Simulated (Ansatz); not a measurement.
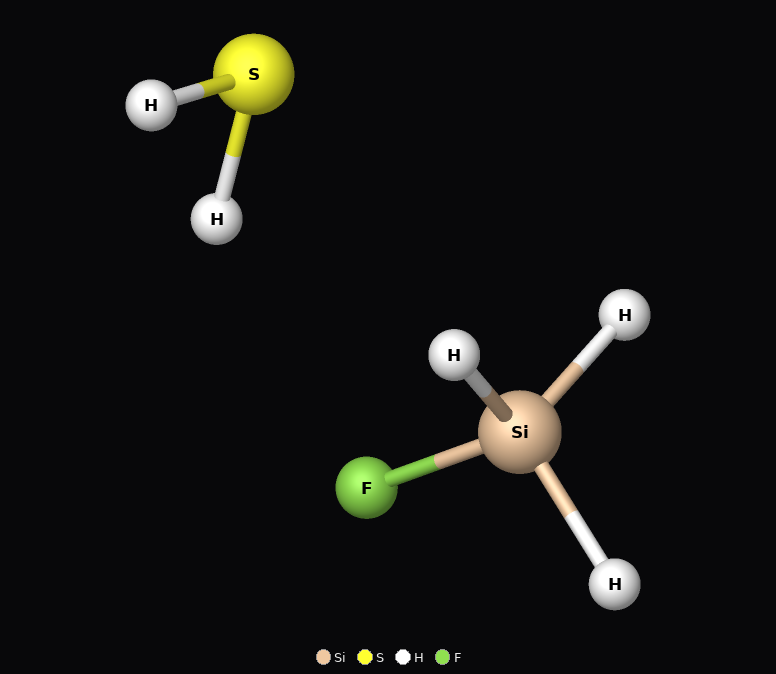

Sticks follow a distance rule. Harmonic vibrations computed with RKS PBE0-D4/def2-TZVP (Ansatz 0.2.0) at a stationary point of the same level.

How many imaginary frequencies does it have?

Answer. A minimum: no imaginary frequency, and the lowest mode lies at 54 cm⁻¹.

List the wavenumbers.

Answer. 18 modes: 54, 62, 89, 103, 155, 190, 719, 719, 866, 945, 961, 983, 1210, 2245, 2260, 2269, 2723, 2738 cm⁻¹.
